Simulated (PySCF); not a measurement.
B(H)(OH)(nPr), SMILES OBCCC at its PBE0/def2-SVP optimised geometry (Å):

```
14

B      1.4507     0.6295     0.0000
H      2.6702     0.6295     0.0000
O      0.7914     1.8119     0.0000
H      1.3818     2.5712     0.0001
C      0.6441    -0.7142     0.0002
C     -0.8779    -0.6219    -0.0019
C     -1.5738    -1.9750     0.0018
H      1.0000    -1.3036     0.8695
H      1.0024    -1.3059    -0.8664
H     -1.2080    -0.0331     0.8710
H     -1.2058    -0.0392    -0.8797
H     -1.2954    -2.5712    -0.8829
H     -2.6702    -1.8712    -0.0003
H     -1.2982    -2.5650     0.8915
```

Level of theory: PySCF with PBE0/def2-TZVP. Cells within 0.4 Å of a nucleus heavier than hydrogen are left out (blank, or x).

Map of the log10 of the electron density (e/bohr³), floored at −4 on the plane z = 0.0 Å:

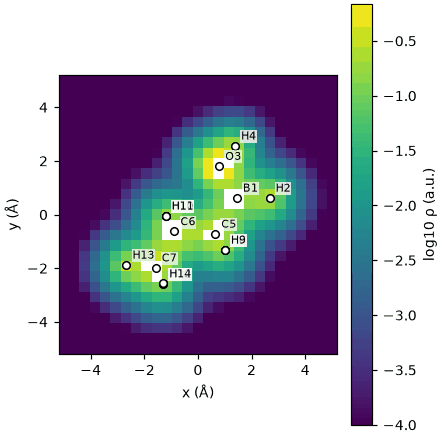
Log10 of the electron density (e/bohr³), floored at −4 on the plane z = 0.0 Å.
